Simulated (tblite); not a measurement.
**CH$_{3}$Cl$_{3}$F$_{2}$Ga$_{2}$: geometry relaxation (part 4 of 4)**

CH$_{3}$Cl$_{3}$F$_{2}$Ga$_{2}$, SMILES [F][Ga-]1([F])[Cl+][GaH-]([CH2]Cl)[Cl+]1; GFN2-xTB geometry optimisation, gas phase (tblite 0.8.0). It belongs to a series of runs on one base structure; here: H on Ga replaced by CH2Cl.

Geometry of the input (Å):
```
F  1.6494  1.1515  1.4569
Ga 2.0427  -0.3478  0.5640
F  3.7407  -0.8794  0.6500
Cl 1.1109  -0.4048  -1.4423
Ga -0.7619  -0.7866  -0.2948
C  -1.3850  0.9757  0.3914
Cl -3.1187  0.8938  0.6799
Cl 0.5471  -1.8823  1.1196
H  -1.8405  -1.6724  -1.0614
H  -1.1020  1.7340  -0.3699
H  -0.8775  1.2210  1.3606
```

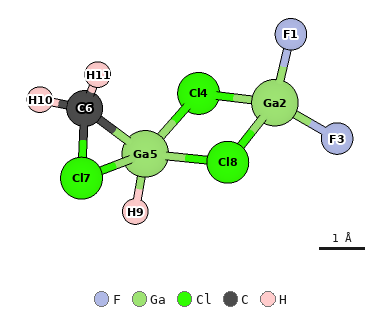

Figure 1. The geometry at step 80 of the log (ball-and-stick view, seen at a tilt; atoms are numbered from 1 in the order of the input).

Trajectory as extended XYZ, continued:
```
11
Properties=species:S:1:pos:R:3:forces:R:3 step=70 energy=-801.85096
F     2.9195    0.8415    1.4085   -0.0040  -0.0440   0.0070
Ga    2.2625   -0.5580    0.5898    0.0260   0.0270  -0.0120
F     3.3581   -1.9176    0.5579   -0.0100   0.0150  -0.0150
Cl    1.3564    0.0928   -1.3227    0.0010  -0.0040   0.0480
Ga   -0.7322   -0.4271   -0.3416   -0.0090   0.0230  -0.0420
C    -1.7252    1.2152    0.2489    0.0280  -0.0330   0.0750
Cl   -2.8100   -0.0543    0.9963   -0.0120   0.0010  -0.0070
Cl    0.3409   -1.2892    1.4631    0.0110   0.0280   0.0040
H    -1.2607   -1.5532   -1.2383   -0.0140  -0.0220   0.0120
H    -2.3597    1.8313   -0.3841   -0.0060   0.0210  -0.0160
H    -1.3442    1.8212    1.0761   -0.0110  -0.0110  -0.0550
11
Properties=species:S:1:pos:R:3:forces:R:3 step=71 energy=-801.85174
F     2.9325    0.8279    1.4144   -0.0010  -0.0390   0.0100
Ga    2.2669   -0.5633    0.5897    0.0150   0.0290  -0.0140
F     3.3571   -1.9264    0.5423   -0.0100   0.0120  -0.0140
Cl    1.3600    0.1084   -1.3164   -0.0090  -0.0150   0.0590
Ga   -0.7280   -0.4216   -0.3363   -0.0020   0.0170  -0.0300
C    -1.7326    1.2148    0.2483    0.0300  -0.0330   0.0560
Cl   -2.8129   -0.0543    1.0016    0.0020   0.0080  -0.0130
Cl    0.3433   -1.2855    1.4695    0.0190   0.0340  -0.0070
H    -1.2540   -1.5510   -1.2298   -0.0150  -0.0250   0.0060
H    -2.3658    1.8183   -0.3974   -0.0260   0.0300  -0.0200
H    -1.3611    1.8354    1.0679   -0.0040  -0.0170  -0.0320
11
Properties=species:S:1:pos:R:3:forces:R:3 step=72 energy=-801.85230
F     2.9428    0.8170    1.4185    0.0080  -0.0260   0.0190
Ga    2.2708   -0.5670    0.5897    0.0040   0.0190  -0.0100
F     3.3554   -1.9335    0.5302   -0.0080   0.0090  -0.0130
Cl    1.3629    0.1192   -1.3093   -0.0150  -0.0150   0.0470
Ga   -0.7247   -0.4169   -0.3341   -0.0040   0.0070  -0.0140
C    -1.7387    1.2135    0.2486    0.0200  -0.0210   0.0140
Cl   -2.8159   -0.0551    1.0058    0.0190   0.0190  -0.0200
Cl    0.3451   -1.2799    1.4740    0.0230   0.0340  -0.0120
H    -1.2490   -1.5498   -1.2241   -0.0140  -0.0250   0.0030
H    -2.3704    1.8095   -0.4061   -0.0350   0.0200  -0.0150
H    -1.3729    1.8458    1.0607    0.0030  -0.0220   0.0020
11
Properties=species:S:1:pos:R:3:forces:R:3 step=74 energy=-801.85287
F     2.9515    0.8080    1.4210    0.0180  -0.0080   0.0290
Ga    2.2735   -0.5693    0.5900    0.0010   0.0020   0.0050
F     3.3539   -1.9378    0.5216   -0.0040   0.0040  -0.0130
Cl    1.3634    0.1250   -1.3006   -0.0130  -0.0030   0.0050
Ga   -0.7229   -0.4129   -0.3362   -0.0160  -0.0160  -0.0010
C    -1.7429    1.2116    0.2493   -0.0140   0.0190  -0.0510
Cl   -2.8181   -0.0570    1.0072    0.0290   0.0290  -0.0220
Cl    0.3455   -1.2698    1.4767    0.0190   0.0250  -0.0060
H    -1.2458   -1.5519   -1.2212   -0.0090  -0.0130   0.0080
H    -2.3744    1.8063   -0.4095   -0.0190  -0.0120   0.0100
H    -1.3782    1.8505    1.0555    0.0070  -0.0270   0.0350
11
Properties=species:S:1:pos:R:3:forces:R:3 step=75 energy=-801.85327
F     2.9568    0.8028    1.4228    0.0210  -0.0020   0.0310
Ga    2.2741   -0.5706    0.5904    0.0060  -0.0030   0.0160
F     3.3537   -1.9392    0.5172   -0.0050   0.0020  -0.0140
Cl    1.3625    0.1274   -1.2958   -0.0070   0.0050  -0.0200
Ga   -0.7230   -0.4109   -0.3388   -0.0230  -0.0330   0.0030
C    -1.7445    1.2113    0.2486   -0.0330   0.0440  -0.0740
Cl   -2.8180   -0.0584    1.0060    0.0250   0.0290  -0.0180
Cl    0.3448   -1.2617    1.4785    0.0160   0.0170  -0.0010
H    -1.2445   -1.5550   -1.2199   -0.0040  -0.0020   0.0130
H    -2.3776    1.8068   -0.4097   -0.0010  -0.0280   0.0290
H    -1.3789    1.8502    1.0545    0.0050  -0.0300   0.0350
11
Properties=species:S:1:pos:R:3:forces:R:3 step=76 energy=-801.85387
F     2.9666    0.7938    1.4270    0.0230   0.0020   0.0320
Ga    2.2753   -0.5728    0.5914    0.0210  -0.0160   0.0300
F     3.3529   -1.9433    0.5074   -0.0130   0.0090  -0.0130
Cl    1.3624    0.1315   -1.2892   -0.0020   0.0150  -0.0500
Ga   -0.7222   -0.4074   -0.3417   -0.0320  -0.0430   0.0110
C    -1.7481    1.2121    0.2461   -0.0400   0.0530  -0.0790
Cl   -2.8170   -0.0610    1.0036    0.0150   0.0270  -0.0150
Cl    0.3438   -1.2480    1.4831    0.0140   0.0080   0.0030
H    -1.2414   -1.5587   -1.2164    0.0010   0.0090   0.0150
H    -2.3844    1.8067   -0.4110    0.0150  -0.0350   0.0460
H    -1.3824    1.8497    1.0536   -0.0010  -0.0290   0.0190
11
Properties=species:S:1:pos:R:3:forces:R:3 step=77 energy=-801.85463
F     2.9827    0.7790    1.4348    0.0210   0.0020   0.0290
Ga    2.2779   -0.5768    0.5927    0.0300  -0.0130   0.0370
F     3.3513   -1.9496    0.4919   -0.0190   0.0100  -0.0120
Cl    1.3627    0.1411   -1.2810    0.0010   0.0170  -0.0650
Ga   -0.7221   -0.4027   -0.3431   -0.0220  -0.0520   0.0210
C    -1.7538    1.2144    0.2412   -0.0400   0.0550  -0.0600
Cl   -2.8145   -0.0638    1.0007   -0.0060   0.0150  -0.0070
Cl    0.3439   -1.2311    1.4904    0.0110   0.0020   0.0000
H    -1.2361   -1.5633   -1.2094    0.0040   0.0180   0.0140
H    -2.3956    1.8039   -0.4154    0.0280  -0.0260   0.0570
H    -1.3909    1.8516    1.0513   -0.0080  -0.0280  -0.0150
11
Properties=species:S:1:pos:R:3:forces:R:3 step=79 energy=-801.85578
F     3.0164    0.7495    1.4525    0.0190  -0.0010   0.0240
Ga    2.2870   -0.5839    0.5950    0.0220   0.0030   0.0200
F     3.3430   -1.9668    0.4585   -0.0190   0.0090  -0.0080
Cl    1.3683    0.1635   -1.2694   -0.0100   0.0010  -0.0410
Ga   -0.7198   -0.3946   -0.3377    0.0120  -0.0170   0.0410
C    -1.7680    1.2202    0.2301    0.0000  -0.0130   0.0150
Cl   -2.8099   -0.0679    0.9996   -0.0340  -0.0030   0.0000
Cl    0.3496   -1.2066    1.5052    0.0050   0.0030  -0.0130
H    -1.2238   -1.5650   -1.1931    0.0020   0.0040  -0.0050
H    -2.4198    1.7917   -0.4289    0.0090   0.0250   0.0250
H    -1.4176    1.8627    1.0423   -0.0040  -0.0120  -0.0580
11
Properties=species:S:1:pos:R:3:forces:R:3 step=80 energy=-801.85615
F     3.0290    0.7396    1.4595    0.0210   0.0010   0.0250
Ga    2.2925   -0.5855    0.5959    0.0100   0.0040   0.0030
F     3.3373   -1.9754    0.4458   -0.0150   0.0110  -0.0050
Cl    1.3721    0.1712   -1.2663   -0.0160  -0.0050  -0.0230
Ga   -0.7172   -0.3919   -0.3331    0.0160   0.0080   0.0450
C    -1.7746    1.2216    0.2264    0.0160  -0.0480   0.0320
Cl   -2.8096   -0.0693    1.0012   -0.0320  -0.0030  -0.0030
Cl    0.3540   -1.1999    1.5099    0.0020   0.0060  -0.0150
H    -1.2187   -1.5625   -1.1875   -0.0010  -0.0070  -0.0130
H    -2.4292    1.7856   -0.4345   -0.0070   0.0390   0.0020
H    -1.4301    1.8692    1.0364    0.0060  -0.0030  -0.0490
11
Properties=species:S:1:pos:R:3:forces:R:3 step=81 energy=-801.85651
F     3.0405    0.7309    1.4660    0.0220   0.0020   0.0240
Ga    2.2977   -0.5868    0.5969   -0.0110   0.0220  -0.0150
F     3.3316   -1.9815    0.4361    0.0000  -0.0030  -0.0050
Cl    1.3744    0.1779   -1.2638   -0.0180  -0.0120  -0.0030
Ga   -0.7157   -0.3898   -0.3288    0.0210   0.0130   0.0340
C    -1.7798    1.2217    0.2235    0.0140  -0.0540   0.0300
Cl   -2.8101   -0.0703    1.0027   -0.0280  -0.0040  -0.0010
Cl    0.3582   -1.1941    1.5127   -0.0040   0.0050  -0.0090
H    -1.2151   -1.5612   -1.1833    0.0000  -0.0090  -0.0130
H    -2.4367    1.7812   -0.4381   -0.0150   0.0390  -0.0180
H    -1.4396    1.8747    1.0300    0.0180   0.0030  -0.0240
11
Properties=species:S:1:pos:R:3:forces:R:3 step=82 energy=-801.85681
F     3.0510    0.7230    1.4727    0.0240   0.0020   0.0240
Ga    2.3025   -0.5875    0.5983   -0.0160   0.0210  -0.0270
F     3.3262   -1.9883    0.4243    0.0020   0.0000  -0.0020
Cl    1.3767    0.1821   -1.2608   -0.0160  -0.0120   0.0030
Ga   -0.7125   -0.3873   -0.3252    0.0060   0.0140   0.0210
C    -1.7853    1.2208    0.2214    0.0070  -0.0440   0.0120
Cl   -2.8122   -0.0717    1.0031   -0.0200  -0.0030  -0.0010
Cl    0.3616   -1.1854    1.5162   -0.0070   0.0000   0.0020
H    -1.2111   -1.5601   -1.1795    0.0040  -0.0070  -0.0090
H    -2.4436    1.7784   -0.4411   -0.0110   0.0240  -0.0240
H    -1.4480    1.8786    1.0244    0.0270   0.0050   0.0010
11
Properties=species:S:1:pos:R:3:forces:R:3 step=84 energy=-801.85719
F     3.0584    0.7169    1.4802    0.0200  -0.0020   0.0180
Ga    2.3038   -0.5868    0.5999   -0.0110   0.0290  -0.0310
F     3.3235   -1.9886    0.4138    0.0040  -0.0020   0.0000
Cl    1.3754    0.1813   -1.2595   -0.0020  -0.0060  -0.0020
Ga   -0.7108   -0.3863   -0.3245   -0.0180  -0.0120  -0.0110
C    -1.7879    1.2179    0.2201   -0.0140   0.0120  -0.0160
Cl   -2.8172   -0.0728    0.9987   -0.0170  -0.0050   0.0050
Cl    0.3615   -1.1725    1.5193   -0.0080  -0.0140   0.0230
H    -1.2092   -1.5634   -1.1767    0.0120   0.0090   0.0050
H    -2.4451    1.7823   -0.4397    0.0100  -0.0090  -0.0110
H    -1.4470    1.8748    1.0223    0.0230   0.0000   0.0190
11
Properties=species:S:1:pos:R:3:forces:R:3 step=85 energy=-801.85739
F     3.0550    0.7185    1.4823    0.0170  -0.0010   0.0160
Ga    2.3011   -0.5844    0.6000   -0.0030   0.0260  -0.0270
F     3.3253   -1.9828    0.4125    0.0010  -0.0020   0.0010
Cl    1.3731    0.1754   -1.2621    0.0020  -0.0010  -0.0080
Ga   -0.7121   -0.3883   -0.3263   -0.0230  -0.0240  -0.0210
C    -1.7854    1.2164    0.2207   -0.0130   0.0280  -0.0190
Cl   -2.8210   -0.0721    0.9934   -0.0180  -0.0080   0.0080
Cl    0.3588   -1.1686    1.5201   -0.0050  -0.0190   0.0280
H    -1.2111   -1.5671   -1.1767    0.0140   0.0130   0.0090
H    -2.4393    1.7888   -0.4359    0.0130  -0.0140  -0.0070
H    -1.4390    1.8668    1.0259    0.0170   0.0030   0.0190
11
Properties=species:S:1:pos:R:3:forces:R:3 step=86 energy=-801.85767
F     3.0555    0.7171    1.4870    0.0090  -0.0060   0.0090
Ga    2.2990   -0.5814    0.5991    0.0070   0.0220  -0.0190
F     3.3267   -1.9778    0.4090   -0.0050   0.0030   0.0010
Cl    1.3701    0.1728   -1.2643    0.0060   0.0000  -0.0060
Ga   -0.7141   -0.3908   -0.3262   -0.0240  -0.0280  -0.0260
C    -1.7839    1.2157    0.2205   -0.0110   0.0490  -0.0090
Cl   -2.8253   -0.0710    0.9884   -0.0160  -0.0050   0.0110
Cl    0.3570   -1.1657    1.5219    0.0000  -0.0190   0.0260
H    -1.2117   -1.5712   -1.1751    0.0130   0.0140   0.0090
H    -2.4349    1.7933   -0.4350    0.0220  -0.0200   0.0060
H    -1.4330    1.8617    1.0287   -0.0020  -0.0090  -0.0030
11
Properties=species:S:1:pos:R:3:forces:R:3 step=87 energy=-801.85800
F     3.0551    0.7152    1.4941    0.0030  -0.0060   0.0030
Ga    2.2972   -0.5765    0.5970    0.0100   0.0080  -0.0110
F     3.3280   -1.9710    0.4033   -0.0100   0.0080   0.0020
Cl    1.3668    0.1700   -1.2674    0.0050   0.0010  -0.0010
Ga   -0.7174   -0.3950   -0.3244   -0.0130  -0.0200  -0.0210
C    -1.7815    1.2156    0.2203    0.0000   0.0390   0.0030
Cl   -2.8317   -0.0679    0.9826   -0.0110  -0.0050   0.0130
Cl    0.3564   -1.1656    1.5244    0.0040  -0.0130   0.0150
H    -1.2122   -1.5761   -1.1721    0.0080   0.0060   0.0040
H    -2.4277    1.7975   -0.4357    0.0190  -0.0090   0.0080
H    -1.4274    1.8566    1.0318   -0.0150  -0.0100  -0.0160
11
Properties=species:S:1:pos:R:3:forces:R:3 step=89 energy=-801.85825
F     3.0628    0.7064    1.5031    0.0010  -0.0020   0.0000
Ga    2.3000   -0.5731    0.5933   -0.0040   0.0010   0.0000
F     3.3256   -1.9700    0.3942   -0.0040   0.0030   0.0000
Cl    1.3646    0.1767   -1.2653   -0.0030  -0.0010   0.0040
Ga   -0.7200   -0.3978   -0.3177    0.0050   0.0000  -0.0040
C    -1.7827    1.2171    0.2188    0.0030   0.0000   0.0030
Cl   -2.8367   -0.0642    0.9825    0.0020  -0.0010   0.0100
Cl    0.3607   -1.1698    1.5271    0.0040   0.0000   0.0010
H    -1.2092   -1.5782   -1.1667    0.0000  -0.0050  -0.0040
H    -2.4262    1.7932   -0.4437    0.0050   0.0090  -0.0030
H    -1.4335    1.8624    1.0282   -0.0100  -0.0040  -0.0060
11
Properties=species:S:1:pos:R:3:forces:R:3 step=90 energy=-801.85826
F     3.0655    0.7040    1.5039    0.0010  -0.0010   0.0000
Ga    2.3009   -0.5735    0.5928   -0.0060   0.0020   0.0030
F     3.3246   -1.9713    0.3928   -0.0010   0.0000  -0.0010
Cl    1.3646    0.1791   -1.2636   -0.0030   0.0000   0.0010
Ga   -0.7197   -0.3973   -0.3167    0.0040   0.0010  -0.0030
C    -1.7838    1.2174    0.2183    0.0010  -0.0060   0.0000
Cl   -2.8364   -0.0643    0.9838    0.0050   0.0020   0.0070
Cl    0.3617   -1.1698    1.5274    0.0030   0.0000   0.0010
H    -1.2082   -1.5780   -1.1659    0.0000  -0.0040  -0.0040
H    -2.4276    1.7916   -0.4454    0.0030   0.0080  -0.0040
H    -1.4362    1.8647    1.0265   -0.0060  -0.0030   0.0000
```

Results in brief:

- outcome: converged
- total energy: −801.8583 eV
- hardware: 1 CPU thread, shared host
- wall time: 1.6 s
- peak memory: 0.18 GiB
